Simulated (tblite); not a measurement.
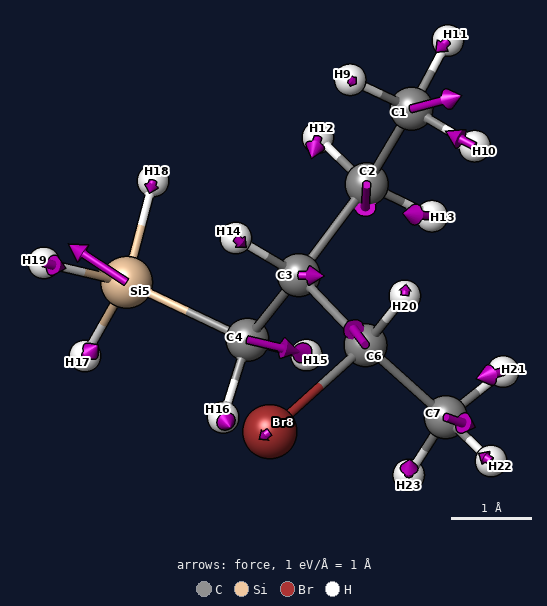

Starting geometry of C6H15BrSi with the computed forces as purple arrows. Style: ball-and-stick. Shown at a tilt.

All numbers below come from GFN2-xTB geometry optimisation, gas phase in tblite. 

### Is this structure relaxed? If not, where do the atoms go?

It isn't relaxed: the largest force vector, on Si5, is 0.91 eV/Å. The final displacements have little in common with the starting forces (cosine between the two patterns 0.25). H19 moves most after the best rigid fit: 0.13 Å. Largest moves by element: H 0.13 Å, Br 0.11 Å, Si 0.07 Å, C 0.05 Å. Some distances before and after: C3–C6 1.564 → 1.533 Å, Si5–H19 1.487 → 1.463 Å, C4–Si5 1.882 → 1.905 Å, C2–H13 1.112 → 1.092 Å. Among the angles between lasting bonds that change: C3–C4–Si5 117.3° → 114.5°, C4–Si5–H17 110.4° → 107.8°, Si5–C4–H15 107.6° → 110.1°. The energy falls by 2.22 kcal/mol in 52 geometry steps.
